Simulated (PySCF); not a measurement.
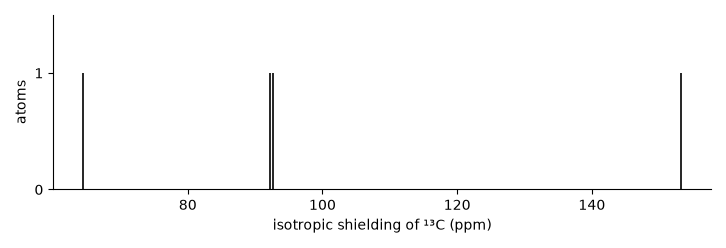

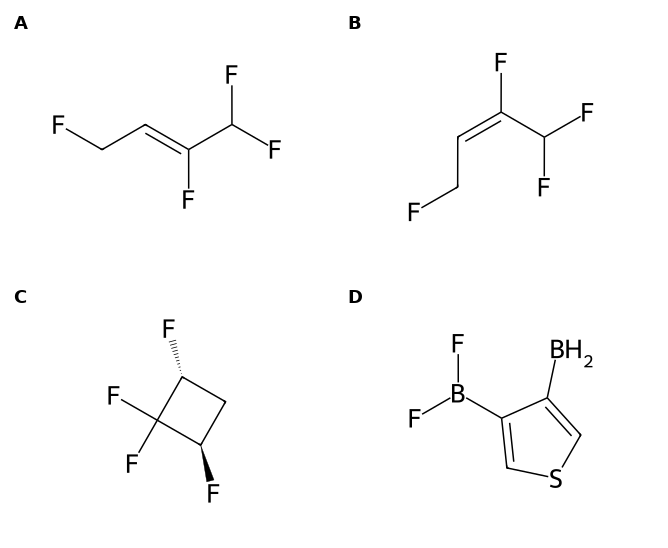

The sticks are computed shieldings of one of the molecules, for one fixed geometry (GFN2-xTB) without averaging over rotations. Low shielding means a high chemical shift. Method: GIAO PBE0/pcSseg-1 NMR shielding, non-relativistic, gas phase (PySCF 2.14.0).

### Which molecule gives this pattern?

C, `F[C@@H]1C[C@@H](F)C1(F)F`. Its 4 C atoms give lines at 64.4, 92.2, 92.7, 153.3 ppm.

The geometry is semi-empirical. Around B such bond lengths and angles can be off by a tenth of an ångström or more and by several degrees, and values that hang on the shape move with them.
